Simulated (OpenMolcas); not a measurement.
GaF: excited-state calculation (part 4 of 4)

Continued. System: GaF, SMILES [F][Ga]. Method: CASPT2/ANO-RCC-VTZP, DKH2 (OpenMolcas 26.06). The geometry comes from this level: GFN2-xTB.

Geometry of the input (Å):
```
F  0.0000  0.0000  0.0000
Ga 0.0000  0.0000  1.7992
```

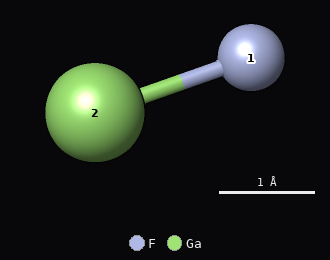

The structure (ball-and-stick view, seen at an oblique angle; atoms are numbered from 1 in the order of the input). Sticks mark near contacts.

## The program's output, continued
```
  Diagonal, with energies
  -2042.41226163  -2042.11216733  -2041.82391255

      OVERLAP MATRIX FOR THE ORIGINAL STATES:

  Diagonal, with elements
      1.00000000      1.00000000      1.00000000

::    RASSI State    1     Total energy:   -2042.41226162543217
::    RASSI State    2     Total energy:   -2042.11216733176707
::    RASSI State    3     Total energy:   -2041.82391255456878

      ****************************************************************************************************
      *                                         Spin-free section                                        *
      *                 Note: index according to input order, order according to energy.                 *
      ****************************************************************************************************

  SPIN-FREE ENERGIES:
  (Shifted by EMIN (a.u.) =      -2042.4122616254)

 SF State       Relative EMIN(au)   Rel lowest level(eV)    D:o, cm**(-1)      Abs_M

     1             0.0000000000        0.0000000000              0.0000         0.0
     2             0.3000942937        8.1659817351          65863.0845         0.0
     3             0.5883490709       16.0097938147         129127.6954         0.0

++ Dipole transition strengths (spin-free states):
   -----------------------------------------------
     for osc. strength at least  1.00000000E-05

      From   To        Osc. strength     Einstein coefficients Ax, Ay, Az (sec-1)    Total A (sec-1)
     -----------------------------------------------------------------------------------------------
         1    2       6.63779429E-01  9.57551736E-11  1.61332307E-11  1.92065847E+09  1.92065847E+09
         1    3       6.16143330E-04  2.35170585E-14  1.45591753E-15  6.85271670E+06  6.85271670E+06
         2    3       7.73694946E-01  1.01221452E-10  1.70783445E-11  2.06554029E+09  2.06554029E+09
     -----------------------------------------------------------------------------------------------
--

++ Velocity transition strengths (spin-free states):
   -------------------------------------------------
     for osc. strength at least  1.00000000E-05

      From   To        Osc. strength     Einstein coefficients Ax, Ay, Az (sec-1)    Total A (sec-1)
     -----------------------------------------------------------------------------------------------
         1    2       7.97015339E-01  5.08370667E-11  8.58461273E-12  2.30617913E+09  2.30617913E+09
         1    3       3.99991880E-04  9.80662682E-14  1.65599825E-14  4.44869060E+06  4.44869060E+06
         2    3       6.78369907E-01  3.99225185E-11  6.74152508E-12  1.81105018E+09  1.81105018E+09
     -----------------------------------------------------------------------------------------------
--

++ Length and velocity gauge comparison (spin-free states):
   --------------------------------------------------------

 --------------------------------------------------
 A comparison between the dipole oscillator strengths in
 length and velocity gauge will be performed

     All dipole oscillator differences above the tolerance of   1.00000000E-01  will be printed

 Due to basis set deficiency these oscillator may be problematic

 The tolerance is defined as ABS(1-O_l/O_v)
 O_l : dipole oscillator strength in length gauge
 O_p : dipole oscillator strength in velocity gauge
 --------------------------------------------------

  Problematic transitions have been found

      From   To       Difference (%) Osc. st. (len.) Osc. st. (vel.)
     ---------------------------------------------------------------
         1    2            16.716856  6.63779429E-01  7.97015339E-01
         1    3            54.038959  6.16143330E-04  3.99991880E-04
         2    3            14.052074  7.73694946E-01  6.78369907E-01
     ---------------------------------------------------------------

 Number of problematic transitions =                     3

--

 Electric-dipole - electric-octupole not included
 Electric-dipole - magnetic-quadrupole not included

      ****************************************************************************************************
      *                                    Special properties section                                    *
      ****************************************************************************************************

--- Stop Module: rassi /rc=_RC_ALL_IS_WELL_ ---

.##################.
.# Happy landing! #.
.##################.

    Timing: Wall=9.48 User=8.37 System=1.09
```

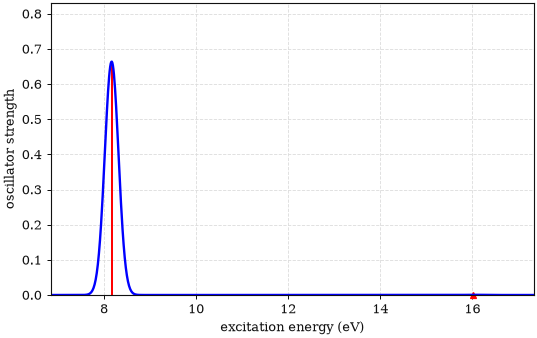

Computed excitations as sticks (degenerate states added up, dark ones marked on the axis), with a Gaussian envelope of 0.35 eV full width at half maximum, scaled to the tallest. Of the 2 states the lowest lies at 8.17 eV (f = 0.664); the strongest line is at 8.17 eV, or 152 nm (f = 0.664).

## Results in brief

- outcome: converged
- total energy: −2042.412262 hartree
- CASSCF energy: −2041.780681 hartree
- basis functions: 73
- lowest singlet excitation: 8.17 eV
- wall time: 9.9 s
- peak memory: 0.27 GiB
